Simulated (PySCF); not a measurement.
C$_{2}$H$_{6}$Cl$_{2}$Si, SMILES `C[Si](C)(Cl)Cl`.

Level of theory: BHandHLYP/def2-SVP (PySCF), at a geometry from GFN2-xTB. No frequency check shows the geometry to be a minimum. GFN2-xTB bond lengths at metals and heavier atoms can be off by up to 0.1 Å and shapes distorted, which carries into these values. Without diffuse functions Rydberg states are missing, so the states' numbers hold for this basis only.

Cartesian coordinates (Å):

```
C1      -0.0047   -1.3611   -1.5817
Si2      0.0001   -0.3051   -0.0003
C3       0.0054   -1.3627    1.5799
Cl4     -1.6489    0.8847    0.0040
Cl5      1.6484    0.8855   -0.0034
H6      -0.8817   -1.9997   -1.6268
H7      -0.0179   -0.7375   -2.4719
H8       0.8723   -2.0032   -1.6274
H9       0.0183   -0.7401    2.4708
H10      0.8827   -2.0010    1.6243
H11     -0.8713   -1.9975    1.6350
```

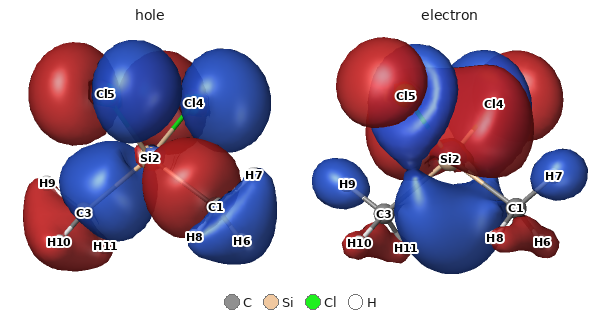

Leading natural transition orbital pair of S₁ (full linear response singlet states); the surfaces enclose about 85 % of each orbital's density.

Where does the state lie, and where do hole and electron sit?

9.05 eV (137 nm), f = 0.004; the leading pair carries 96 %; hole on Cl4 and Cl5 (25 % each), C1 and C3 (14 % each) and Si2 (13 %), electron on Si2 (40 %) and Cl4 and Cl5 (21 % each); their centroids lie 0.2 Å apart. In canonical orbitals it is mainly HOMO → LUMO+1 (94 %). The HOMO–LUMO gap is 11.92 eV.
